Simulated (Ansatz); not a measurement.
## Electronic structure of C10H11ClOTi in real space

```xyz
24

O     0.1661   -1.6781   -1.4194
Ti    0.1147   -0.5082    0.0212
Cl    0.7962   -2.0234    1.6779
C    -1.9870    0.2286   -0.8006
C    -1.7150    0.9827    0.3617
C    -1.6868    0.1020    1.4552
C    -1.9963   -1.1935    0.9742
C    -2.1921   -1.1100   -0.4069
C     2.1004    0.5348    0.9166
C     2.4608   -0.0861   -0.3001
C     1.7761    0.5682   -1.3387
C     0.9582    1.5580   -0.7687
C     1.1753    1.5446    0.6346
H     1.0421   -1.9211   -1.7261
H    -2.0309    0.6058   -1.8113
H    -1.5390    2.0459    0.3987
H    -1.4515    0.3559    2.4778
H    -2.0097   -2.0951    1.5635
H    -2.3529   -1.9421   -1.0725
H     2.4346    0.2365    1.8964
H     3.1225   -0.9334   -0.3969
H     1.8099    0.3171   -2.3878
H     0.3015    2.2223   -1.3083
H     0.7025    2.1884    1.3597
```

Geometry: PBE0-D4/def2-TZVP.

Theory: RKS PBE0-D4/def2-TZVPP (Ansatz 0.2.0).

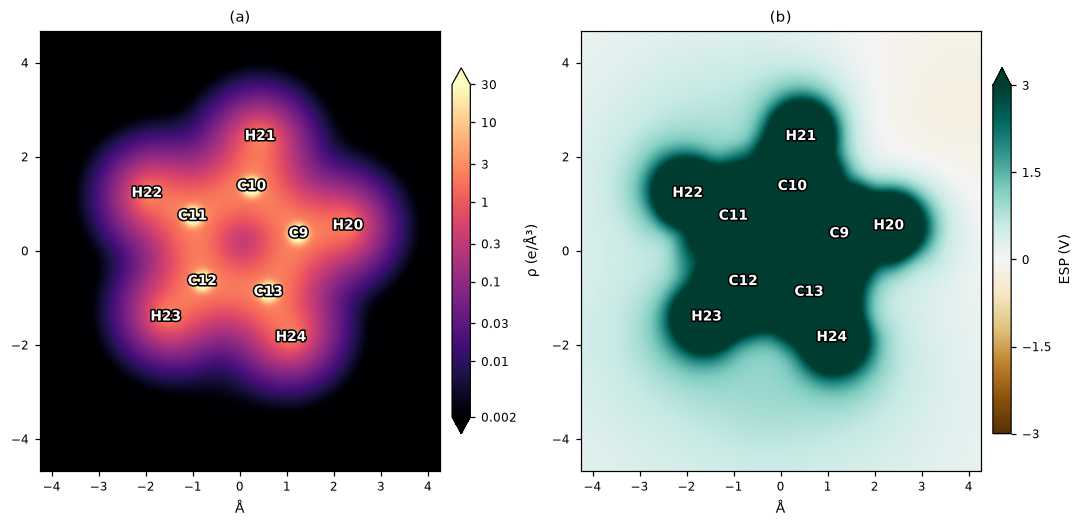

Figure 1. (a) electron density; (b) electrostatic potential on the plane of atoms C10, C9 and C13.

> What does the map show?

- The section cuts through C and H sites.
- C–C (1.41 Å): ρ at the midpoint is about 2 e/Å³.
- The potential has no marked negative region in this plane.

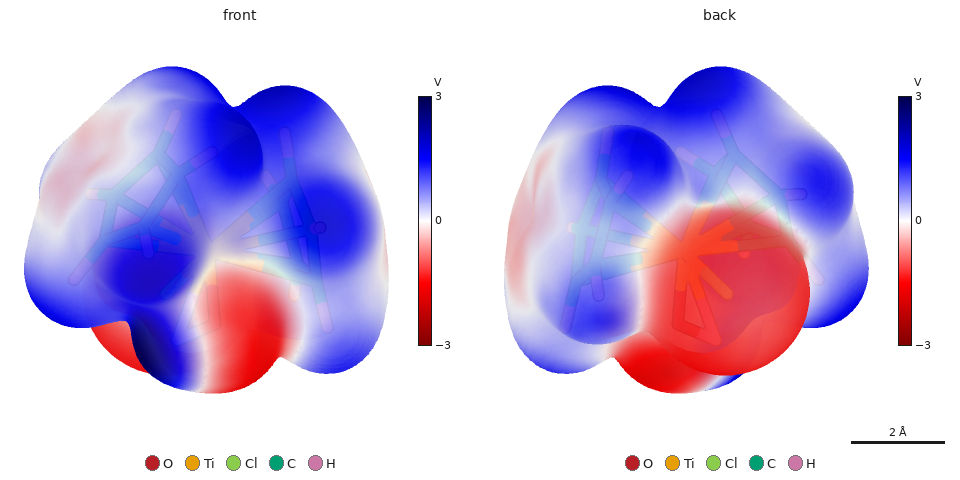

Figure 2. The electrostatic potential painted on the density surface at 0.004 e/bohr³, seen from the front and from behind; red is negative and blue positive.

> Which sites attract a positive test charge, and which a negative one?

A positive charge is drawn to the negative regions and a negative charge to the positive ones. The most negative region (about −1.7 V) lies over O1, the most positive (about +2.7 V) over H14. O1 is the likeliest acceptor of a hydrogen bond.

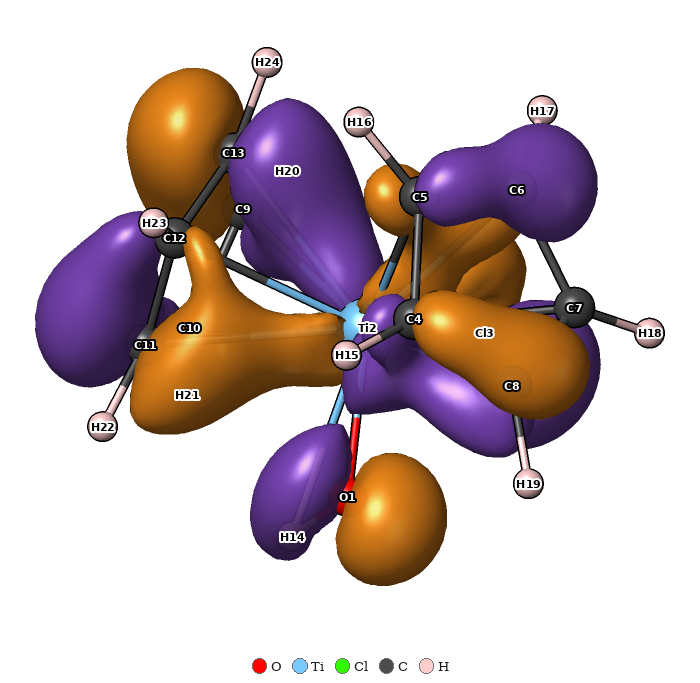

Figure 3. The HOMO−1 at ±0.1 Å⁻³ᐟ² (orange and purple are the two phases), seen at a tilt.

> What is the character of this orbital?

Its weight (Hirshfeld) is mainly on Cl3 (about 20 %), O1 (about 10 %), C11 (about 10 %), Ti2 (about 10 %), C13 (about 10 %) and C9 (about 10 %). Its energy is −7.02 eV.
